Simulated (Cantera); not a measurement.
A closed system holds: 1 mol C₃H₆, 47 mol H₂, 0.24 mol H₂O, equilibrated at 0.133 bar.

Equilibrium computed with Cantera from the NASA thermochemical tables; the gas is ideal and each condensed phase is pure. Candidate condensed phases: C, C₆H₆, C₇H₈, C₈H₁₈, H₂O; 131 gas species. Ions and electrons are included (thermal ionisation). Rates play no part.

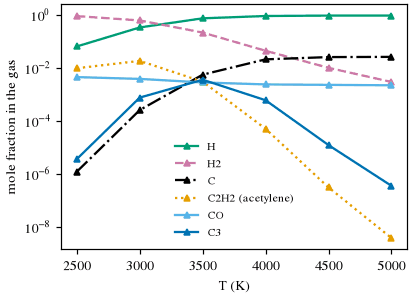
Figure: Equilibrium gas composition (values under 1e-9 drawn at 1e-9)

Problem. Read off the mole fractions at 3500 K.

Solution. H about 0.76, H₂ about 0.22, C about 0.0057, C₃ about 0.0037, C₂H₂ (acetylene) about 0.0031, CO about 0.0029.
